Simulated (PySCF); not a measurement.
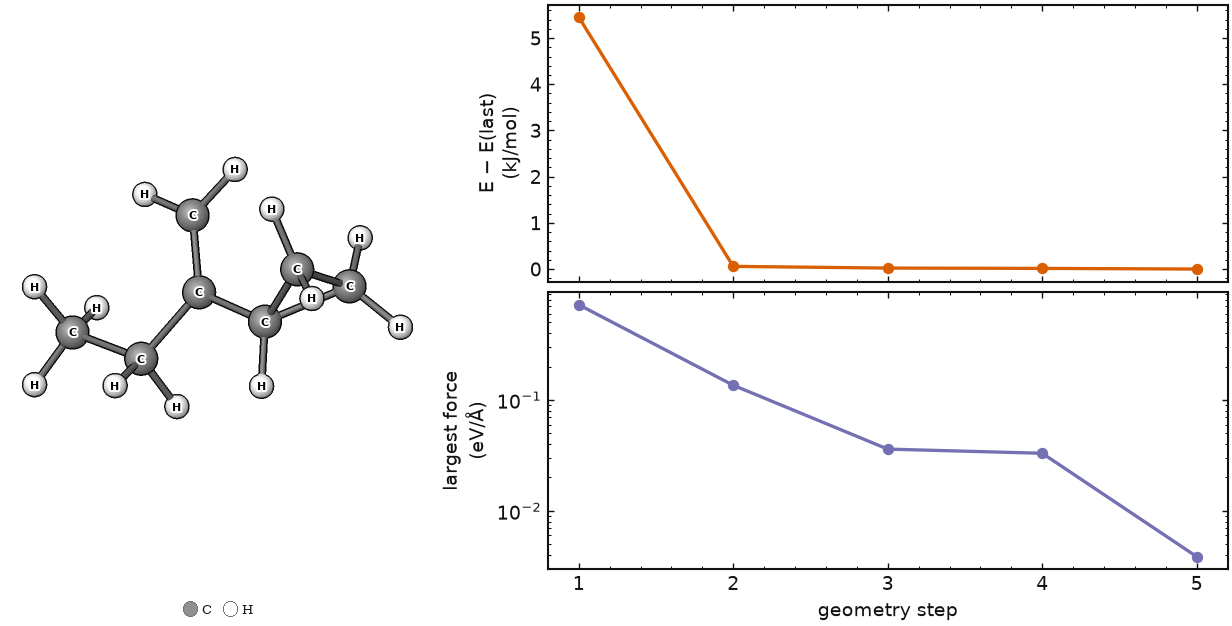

Beside the plot: the molecule at the start.

History of a geometry optimisation. C7H12 (SMILES C=C(CC)C1CC1); PBE0-D3(BJ)/def2-SVP, geometry optimisation in PySCF 2.14.0, density fitting.

The optimisation met its thresholds at geometry 5, counting the start as the first. The energy fell by about 5.5 kJ/mol from the first step to the last. The largest force goes from about 0.72 eV/Å at the start to 4 × 10⁻³ eV/Å at the end.
